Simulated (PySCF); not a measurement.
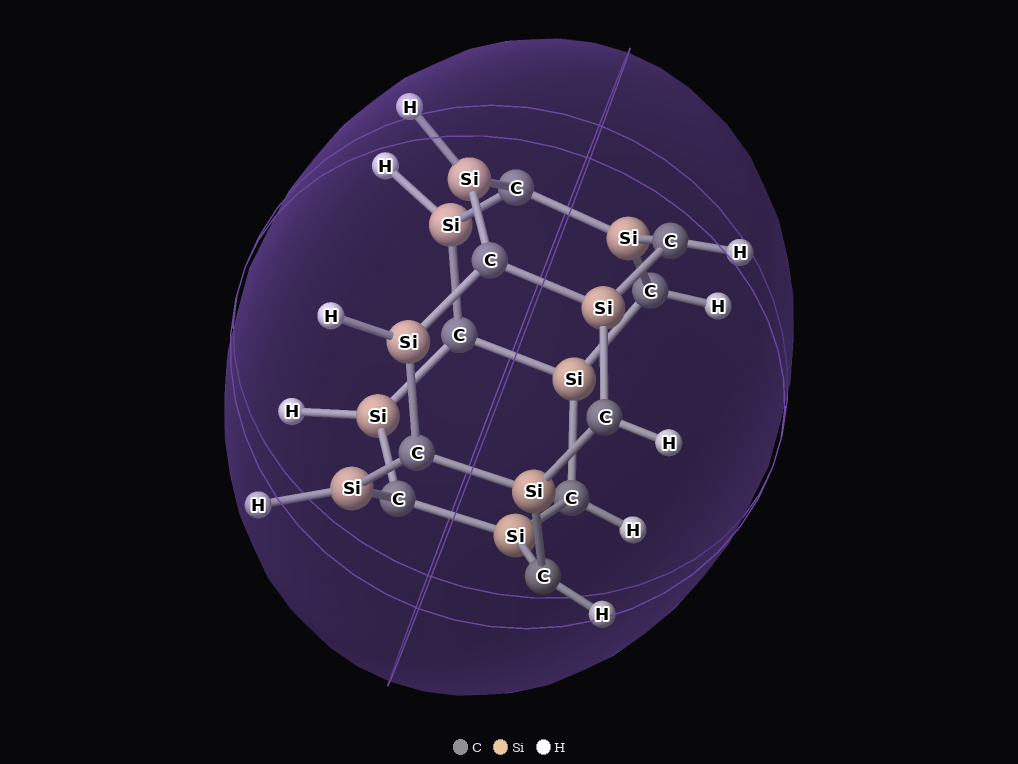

The ellipsoid shows the static dipole polarisability: its half-axes are proportional to the principal values. The geometry was computed by an optimisation with GFN2-xTB. No frequency run is at hand to confirm it as a minimum. Level of theory: PBE0/6-31G* (PySCF 2.14.0).

Give the principal values, the mean and the anisotropy.

Principal values 307.2, 371.6, 372.3 bohr³; mean 350.4 bohr³ (51.92 Å³); anisotropy 64.8 bohr³, so the longest axis is 1.21 times the shortest.

The geometry is semi-empirical. Around Si such bond lengths and angles can be off by a tenth of an ångström or more and by several degrees, and values that hang on the shape move with them.
